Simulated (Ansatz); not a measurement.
## LiNbO3 (R3c): the HSE06 gap against the k mesh of the hybrid

Aim: see how gap, energy and time of LiNbO3 (R3c) follow the k mesh of the hybrid.

Calculated with Ansatz 0.2.0; DFT, HSE06, plane waves, PAW.

**1. Starting point**

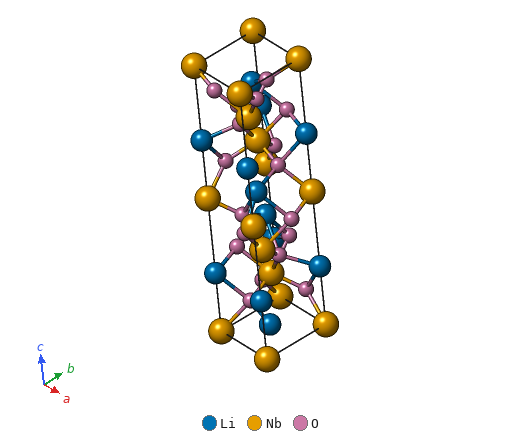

Start, viewed slightly off an axis; lithium blue, niobium orange, oxygen pink. This picture shows the conventional cell, with its axes. Bonds to atoms that aren't drawn are left out. Some periodic images of atoms are drawn too.

Structure file:

```cif
data_structure
_symmetry_space_group_name_H-M 'P 1'
_symmetry_Int_Tables_number 1
_cell_length_a 5.4971
_cell_length_b 5.4971
_cell_length_c 5.4971
_cell_angle_alpha 55.883
_cell_angle_beta 55.883
_cell_angle_gamma 55.883
_cell_volume 106.25
loop_
_atom_site_label
_atom_site_type_symbol
_atom_site_fract_x
_atom_site_fract_y
_atom_site_fract_z
_atom_site_occupancy
Li1 Li 0.28150 0.28150 0.28150 1
Li2 Li 0.78150 0.78150 0.78150 1
Nb3 Nb 0.00006 0.00006 0.00006 1
Nb4 Nb 0.50006 0.50006 0.50006 1
O5 O 0.11231 0.35836 0.71959 1
O6 O 0.71959 0.11231 0.35836 1
O7 O 0.35836 0.71959 0.11231 1
O8 O 0.21959 0.85836 0.61231 1
O9 O 0.85836 0.61231 0.21959 1
O10 O 0.61231 0.21959 0.85836 1
```

The cell and positions come from the Crystallography Open Database and are kept as given unless a step says otherwise. The default PAW set here is soft_2. Its files were made with PBE.

**2. k mesh of the hybrid: 2×2×2**

File input.yaml:

```yaml
crystal:
  lattice:
    - [2.5758, 1.4871388234, 4.623]
    - [-2.5758, 1.4871388234, 4.623]
    - [0.0, -2.9742776468, 4.623]
  atoms:
    - { symbol: Li, position: [0.2815, 0.2815, 0.2815] }
    - { symbol: Li, position: [0.7815, 0.7815, 0.7815] }
    - { symbol: Nb, position: [5.5e-05, 5.5e-05, 5.5e-05] }
    - { symbol: Nb, position: [0.500055, 0.500055, 0.500055] }
    - { symbol: O, position: [0.11231, 0.35836, 0.71959] }
    - { symbol: O, position: [0.71959, 0.11231, 0.35836] }
    - { symbol: O, position: [0.35836, 0.71959, 0.11231] }
    - { symbol: O, position: [0.21959, 0.85836, 0.61231] }
    - { symbol: O, position: [0.85836, 0.61231, 0.21959] }
    - { symbol: O, position: [0.61231, 0.21959, 0.85836] }
kpoints:
  mp_grid: { grid: [2, 2, 2] }
  band_path:
    path:
      - [0.0, 0.0, 0.0]
      - [-0.5, -0.5, -0.5]
      - [-0.5, -0.23565315, -0.76434685]
      - [-0.23565315, 0.23565315, -0.5]
      - [0.0, 0.0, -0.5]
      - [0.0, 0.36782657, -0.36782657]
      - [-0.36782657, 0.0, -0.63217343]
      - [-0.5, 0.0, -0.5]
      - [-0.15, -0.15, -0.15]
      - [-0.381043913, 0.0, -0.618956087]
    npoints: 1
hamiltonian:
  xc: hse06
scf:
  occupations: { method: fixed }
  n_extra_bands: 7
output:
  eigenvalues: true
```

Started as:

```console
$ ansatz run input.yaml --threads 3 --pin off --max-ram 92160MiB --backend cuda --events-out ev --progress --plain --runs-dir out --devices 1 --max-vram 13GiB
```

Numbers of over 12 decimals in the logs are rounded to 6 here.

The program printed:

```text
scf.n_extra_bands = 7 over 34 filled bands (N_el = 68.0): the run solves 41 bands
exact exchange: scf.exx.singularity resolves to wigner_seitz, which cuts the screened interaction at the faces of the exchange supercell's Wigner-Seitz cell, so that each pair interacts once, at the shortest of its separations (the periodic images that this leaves out come, for a point-like exchange hole, to about 0.008 eV on a filled level). The cut falls within the interaction's reach, and what an exchange supercel [...]
GPUs: using 1 of 1 available (devices: 1).
Engine: ansatz 0.2.0, x86_64-unknown-linux-gnu
Pseudopotentials: kind: paw
Pseudopotential: Li, paw, valence charge 3, recommended cutoff 420 eV (normal), Li.paw.azcp
Pseudopotential: Nb, paw, valence charge 13, recommended cutoff 420 eV (normal), Nb.paw.azcp
Pseudopotential: O, paw, valence charge 6, recommended cutoff 420 eV (normal), O.paw.azcp
Functional definition: HSE06
  parameter a = 0.25
  parameter omega = 0.11/bohr
  exchange = pbe_x - a*pbe_x_sr(omega) + a*exact_x_sr(omega)
  correlation = pbe_c
davidson cushion auto → on  (no smearing: the cushion is to keep the highest requested band from converging to the state above it; pin scf.eigensolver.cushion to override)
concurrent solve slots: 2 of 3 are kept, ahead of what memory takes: no pass of the eigensolver takes more rounds on 2
device memory: the entry about to start is reckoned to put 1.6 GiB on a device that reports 53.1 GiB free (of which the cap on the GPU budget leaves the run 13.0 GiB)
GPU FFT provider: cuFFT
GPU libraries: cuBLAS 13.8.2, cuFFT 12.4.0, cuSOLVER 12.3.4
Crystal: 10 atoms, lattice volume = 106.252 Å³
Basis set: ecut = 420 eV, 2091 PW (Γ)
Bands: 41, of which v1, the nominal top of the filled ones, is band 34 counted from 1 (33 counted from 0)
Symmetry: 6 space group operations
Space group: R3c (ITA 161), of the structure as read, at distance tolerance 4.7e-5 Å
k-points: 4 of 8
Non-local potential: Li, projectors of the file, l = 0: 3, l = 1: 2, l = 2: 1
Non-local potential: Nb, projectors of the file, l = 0: 3, l = 1: 2, l = 2: 2, l = 3: 1
Non-local potential: O, projectors of the file, l = 0: 2, l = 1: 2, l = 2: 1
PAW form: soft (Blöchl's): semilocal exchange-correlation on the pseudo side does not see the compensation charge
PAW frozen core: Nb, regenerated for the run's functional, and the local potential with it (the file was generated under x = pbe(κ = 0.804, μ = 0.219515), c = pbe(β = 0.066725))
PAW frozen core: O, regenerated for the run's functional, and the local potential with it (the file was generated under x = pbe(κ = 0.804, μ = 0.219515), c = pbe(β = 0.066725))
PAW one-centre angular grid: Li, 110 points (default); XC on 96 Gauss nodes
PAW one-centre angular grid: Nb, 590 points (default); XC on 64 Gauss nodes
PAW one-centre angular grid: O, 110 points (default); XC on 96 Gauss nodes
Initial density: superposition of atomic densities (neutral atoms: chi_scale 0, normalization atom), corrected by the library's trained network
Initial wavefunctions: pseudopotential atomic-orbital guess
GPU buffer pool allocated for 64000 grid points (all kernels)
GPU transforms: local potential and band sums: pruned to the plane-wave sphere, on 40×40×40
Functional: x = pbe(κ = 0.804, μ = 0.219515), c = pbe(β = 0.066725), warm-up for x = pbe(κ = 0.804, μ = 0.219515) + 0.25 (exact − pbe) at short range (hse, ω = 0.207870 Å⁻¹), c = pbe(β = 0.066725); HSE06 as pw.x's `hse` composes it (authors' and Libxc's form: `xc: wpbeh`)
SCF iter   1: F=—  HF=-12929.397477 eV  |F-HF|=—  |Δ(HF+E_count)|=         —  Δρ=2.33e-3  dr2=3.50e-3  ethr=1.77e-3  ⟨swp⟩=5.8  Hψ=771  notcnv=0
preconditioner: auto → none  [insulator: Δε(μ)=3.627 eV  Ē_g=10.636 eV  n_scr=26 (ndim 8)  ℏωp=25.0 eV  f_vac=0.019]
SCF iter   2: F=—  HF=-12929.402699 eV  |F-HF|=—  |Δ(HF+E_count)|=   5.22e-3  Δρ=2.37e-3  dr2=5.62e-3  ethr=5.14e-6  ⟨swp⟩=5.0  Hψ=637  notcnv=0
[...]
SCF iter   2: F=—  HF=-12932.589361 eV  |F-HF|=—  |Δ(HF+E_count)|=   1.05e-1  Δρ=1.66e-2  dr2=2.96e-1  ethr=1.62e-6  ⟨swp⟩=6.0  Hψ=819  notcnv=0
SCF iter   3: F=—  HF=-12932.526486 eV  |F-HF|=—  |Δ(HF+E_count)|=   6.29e-2  Δρ=3.33e-3  dr2=1.21e-2  ethr=1.62e-6  ⟨swp⟩=5.0  Hψ=701  notcnv=0
SCF iter   4: F=—  HF=-12932.562854 eV  |F-HF|=—  |Δ(HF+E_count)|=   3.64e-2  Δρ=2.38e-3  dr2=7.57e-3  ethr=1.62e-6  ⟨swp⟩=4.0  Hψ=570  notcnv=0
SCF iter   5: F=—  HF=-12932.560838 eV  |F-HF|=—  |Δ(HF+E_count)|=   2.02e-3  Δρ=5.73e-4  dr2=1.57e-4  ethr=1.62e-6  ⟨swp⟩=3.8  Hψ=514  notcnv=0
SCF iter   6: F=-12932.561201 eV  HF=-12932.561213 eV  |F-HF|=1.20e-5  |Δ(HF+E_count)|=   3.75e-4  Δρ=1.77e-4  dr2=2.26e-5  ethr=1.79e-7  ⟨swp⟩=3.5  Hψ=502  notcnv=0
SCF 2 stopped early in 6 iterations: F = -12932.561201 eV  dr2 = 2.26e-5
  greatest PAW one-centre occupation: 1.000 electrons in one spin orbital (limit 2), on the Nb atom at site 3 (counted from 0), in its partial waves of l = 0
hybrid outer 1: dexx = +4.129e-2 eV, tail = 1.00e-4 eV
GPU FFT provider: cuFFT
GPU libraries: cuBLAS 13.8.2, cuFFT 12.4.0, cuSOLVER 12.3.4
GPU buffer pool allocated for 64000 grid points (all kernels)
GPU transforms: local potential and band sums: pruned to the plane-wave sphere, on 40×40×40
Exchange kernel: α = 0.2500, screened, ω = 0.2079 Å⁻¹, Wigner–Seitz truncation, v(0) = 891.1305 eV·Å³, q-mesh 2×2×2, nearest image of the exchange supercell L = 10.30 Å, pair-density grid 24×24×24, without the augmentation charges, whose exchange is taken in its separable form by FFT convolution over the k-point mesh (sized by the pseudopotential files, 30×32×32 at the most), smooth part of the exact exchange by density-matrix convolution in up to 799.6 MiB of GPU memory as planned if the GPU has room (build and FFT work areas not counted)
Frozen-core exchange: fock
SCF iter   1: F=—  HF=-12932.560726 eV  |F-HF|=—  |Δ(HF+E_count)|=         —  Δρ=5.90e-5  dr2=3.64e-6  ethr=7.38e-7  ⟨swp⟩=2.2  Hψ=366  notcnv=0
preconditioner: auto → none  [insulator: Δε(μ)=5.070 eV  Ē_g=12.706 eV  n_scr=26 (ndim 8)  ℏωp=25.0 eV  f_vac=0.023]
iter 2 solved again at ethr=3.45e-10 eV; its pass at ethr=3.95e-9 eV (dr2=2.34e-7 eV) is discarded
SCF iter   2: F=—  HF=-12932.560727 eV  |F-HF|=—  |Δ(HF+E_count)|=   3.96e-7  Δρ=2.75e-5  dr2=4.40e-7  ethr=3.45e-10  ⟨swp⟩=2.0  Hψ=940  notcnv=0
SCF iter   3: F=—  HF=-12932.560728 eV  |F-HF|=—  |Δ(HF+E_count)|=   1.57e-6  Δρ=2.35e-5  dr2=4.84e-7  ethr=3.45e-10  ⟨swp⟩=4.5  Hψ=580  notcnv=0
SCF iter   4: F=-12932.560728 eV  HF=-12932.560728 eV  |F-HF|=5.47e-9  |Δ(HF+E_count)|=   1.33e-7  Δρ=3.70e-6  dr2=1.06e-8  ethr=3.45e-10  ⟨swp⟩=3.0  Hψ=463  notcnv=0
SCF 3 converged in 4 iterations: F = -12932.560728 eV  dr2 = 1.06e-8
hybrid outer 2: dexx = +1.661e-6 eV, tail = 3.88e-8 eV, Δε = 2.79e-3 eV (about 7.04e-5 eV left of the loop's levels)
device memory: the entry about to start is reckoned to put 0.9 GiB on a device that reports 46.8 GiB free (of which the cap on the GPU budget leaves the run 13.0 GiB)
NSCF: frozen V_eff on 10 k-points
hybrid SCF converged: 2 outer / 10 inner (+3 warm-up), last move |dexx| = 1.66e-6 eV, tail = 3.88e-8 eV
Stability not checked: this state was not tested for a lower state beside it, because the functional holds exact exchange (a hybrid, or Hartree-Fock), whose exchange loop this test does not read (fock_operator; see scf.lower_state_search)
Free energy (F): -12932.560728 eV
Frozen-core exchange: fock
Harris-Foulkes:  -12932.560728 eV  (|F-HF|=5.47e-9)
Internal energy: -12932.560728 eV  (E = F + TS)
E sigma→0 (E₀):  -12932.560728 eV
Fermi energy:    6.152576 eV
--- Per-component energies (eV) ---
  E_band       = -668.913134
  E_kinetic    = 1891.011067
  E_local      = -4277.841414  (includes V_loc(G=0)·N_el)
  E_nonlocal   = 438.475190
  E_hartree    = 1445.686833
  E_xc         = -656.330856
  E_vxc        = -812.968887  (∫ρ·V_xc dr)
  E_exx        = -212.179531  (= α·E_x^exact, valence–valence)
  E_paw        = -7086.487219  (= ΣΔE_a)
  E_vpaw       = -374.619306  (= ΣTr[D̂ρ^β])
  E_aug_tail   = 0.014633  (compensation charges beyond the density's cutoff)
  E_ewald      = -4473.914330
  E_core_change = -0.995103  (= ΣΔE_core)
  E_smearing   = -0.000000  (= −TS)
  E_closure    = -0.000000  (closes the sum)
  Σ components = -12932.560728   (vs F -12932.560728, Δ=0.00e0)
--- Band table (eV) ---
  k-point 0: bands = [... 30 lower, 5.4174, 5.6125, 6.1526, 6.1526, 11.2219, 11.2219, 11.7227, 12.9413, ... 3 higher]
  k-point 1: bands = [... 30 lower, 5.8337, 5.8337, 5.9095, 5.9095, 11.5530, 11.5530, 12.4509, 12.4509, ... 3 higher]
  k-point 2: bands = [... 30 lower, 5.3900, 5.4420, 5.6306, 5.9452, 11.3146, 11.8346, 12.3235, 12.3818, ... 3 higher]
  k-point 3: bands = [... 30 lower, 5.8084, 5.8084, 5.8084, 5.8084, 12.3864, 12.3864, 12.5907, 12.5907, ... 3 higher]
```

It took 24 s on 1 × NVIDIA H100 80GB HBM3 (shared by 6 runs) with 3 threads of AMD EPYC 7R13 (Zen 3), shared host; peak memory 1.1 GiB; 15 s of CPU time.

Reading the cycles: dr2 is the Hartree energy of the density residual (eV), the measure of convergence; HF is the Harris–Foulkes estimate of the energy, which meets the free energy F at convergence.

This step gave:

| Property | Result |
| --- | --- |
| gap | 5.026 eV |
| valence top at | k = (-0.150, -0.150, -0.150) |
| conduction bottom at | k = (-0.381, 0.000, -0.619) |
| least direct gap | 5.069 eV |
| exact-exchange fraction | 0.25 |

The gap is indirect, with the least direct gap 0.04 eV higher.

**3. k mesh of the hybrid: 4×4×4**

Changes to input.yaml since step 2:

```diff
@@ -17,3 +17,3 @@
 kpoints:
-  mp_grid: { grid: [2, 2, 2] }
+  mp_grid: { grid: [4, 4, 4] }
   band_path:
```

The program printed:

```text
[...]
GPUs: using 1 of 1 available (devices: 1).
[...]
GPU FFT provider: cuFFT
GPU libraries: cuBLAS 13.8.2, cuFFT 12.4.0, cuSOLVER 12.3.4
Crystal: 10 atoms, lattice volume = 106.252 Å³
Basis set: ecut = 420 eV, 2091 PW (Γ)
Bands: 41, of which v1, the nominal top of the filled ones, is band 34 counted from 1 (33 counted from 0)
[... 1 set-up line as in the run before ...]
[...]
k-points: 13 of 64 (time reversal used)
[...]
Fermi energy:    6.150134 eV
[...]
--- Band table (eV; the first three rows and the last of 13) ---
  k-point 0: bands = [... 30 lower, 5.4169, 5.6091, 6.1501, 6.1501, 11.2162, 11.2162, 11.7193, 12.9421, ... 3 higher]
  k-point 1: bands = [... 30 lower, 5.6381, 5.7099, 5.9358, 6.0631, 11.2699, 11.3944, 11.8736, 12.6640, ... 3 higher]
  k-point 2: bands = [... 30 lower, 5.8314, 5.8314, 5.9053, 5.9053, 11.5521, 11.5521, 12.4525, 12.4525, ... 3 higher]
  k-point 12: bands = [... 30 lower, 5.8040, 5.8040, 5.8040, 5.8040, 12.3865, 12.3865, 12.5927, 12.5927, ... 3 higher]
[key lines of the parts left out:]
Free energy (F): -12932.597974 eV
```

Wall time 52 s (1 × NVIDIA H100 80GB HBM3 (shared by 6 runs) with 3 threads); peak memory 1.4 GiB; 59 s of CPU time.

This step gave:

| Quantity | Value |
| --- | --- |
| gap | 5.031 eV |
| valence top at | k = (-0.150, -0.150, -0.150) |
| conduction bottom at | k = (-0.381, 0.000, -0.619) |
| least direct gap | 5.066 eV |

The gap is 5.031 eV, +0.005 eV from the run before at this level.

**4. The series**

Differences are against the last row; a negative gap means that bands overlap, and a run with a band path holds that path's time. Times are wall times on 1 × NVIDIA H100 80GB HBM3 (shared by 6 runs) with 3 threads of AMD EPYC 7R13 (Zen 3), shared host, good to a factor of about two.

```tsv
k mesh of the hybrid	gap (eV)	direct gap (eV)	gap error (eV)	energy error (meV/atom)	irreducible k	time
2×2×2	5.026	5.069	−0.005	+3.7	4	24 s
4×4×4	5.031	5.066	+0.000	+0.0	13	52 s
```

**5. Results**

```yaml
2x2x2: 5.026 eV
4x4x4: 5.031 eV
```

In words: The gap holds to 0.02 eV from 2×2×2 on, the cheapest setting tried. At 2×2×2 the gap is off by −0.005 eV and the energy by +4 meV/atom. The gap is read over the mesh and added points near the edges, so meshes differ mainly through the density and, for a hybrid, the exchange operator.

[Paths, hosts, dates, memory and timing lines, banners, echoed tables and standing remarks are left out of the program output.]

[Logs are printed without paths, hosts, clocks, repeated set-up lines and the standing remarks that a program may print on its own settings, such as how far it seeks lower states.]

[Runs of the session that timed out or met a known fault of the program may be left out.]

[Cells called generated may have been cut or substituted from an entry of the Crystallography Open Database or the Materials Project.]

[Hosts, paths, dates, database ids (printed as entryN), source tags and the programs' standing remarks are cut or masked in the printed files.]
